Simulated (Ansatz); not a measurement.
Ligand exchange: C2H5BrSi + C2H6Mg → C2H6Si + C2H5BrMg

Gas-phase species: C2H5BrSi `C=C[SiH2]Br`, singlet; C2H6Mg `C[CH2][MgH]`, singlet; C2H6Si (vinylsilane) `C=C[SiH3]`, singlet; C2H5BrMg `C[CH2][Mg][Br]`, singlet. The partners trade Br for H: Si–Br and Mg–H bonds give way to Si–H and Mg–Br.

Shapes, held fixed at every level: PBE0-D4/def2-TZVP. Flexible molecules stand in one conformer, not always the lowest. Programs: Ansatz 0.2.0. The zero-point and thermal change to 298 K, harmonic and unscaled (PBE0-D4/def2-TZVP), is +6.5 kJ/mol.

```csv
level,kind,ΔH(298 K) (kJ/mol),less CCSD(T)/def2-TZVPP
HF/def2-TZVPP,Hartree–Fock,-130.1,-14.8
r2SCAN-D4/def2-TZVPP,meta-GGA,-116.5,-1.2
PBE0-D4/def2-TZVPP,global hybrid,-111.2,+4.1
wB97X-V/def2-TZVPP,range-separated hybrid,-113.6,+1.7
B2PLYP/def2-TZVPP,double hybrid,-118.9,-3.6
CCSD(T)/def2-SVP,coupled cluster or CI,-132.4,-17.1
CCSD(T)/def2-TZVPP,coupled cluster or CI,-115.3,0.0
```

The highest level, CCSD(T)/def2-TZVPP, gives ΔH(298 K) = -115.3 kJ/mol; the levels span -132.4 to -111.2. The column of differences is taken from that level and isn't an error. No measured value is set beside it here. Relativity is left out for Br. Outer-core shells of Br, Mg are correlated, in sets that cover them unevenly.

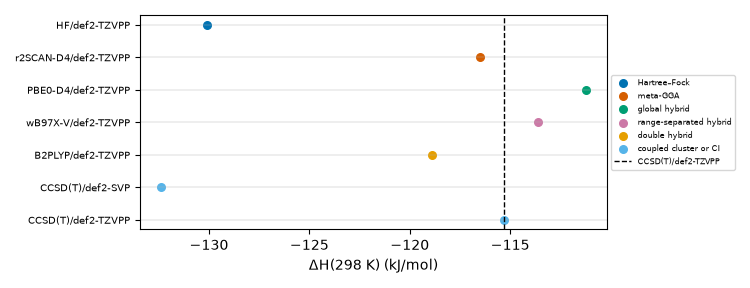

The values of the table, level by level.
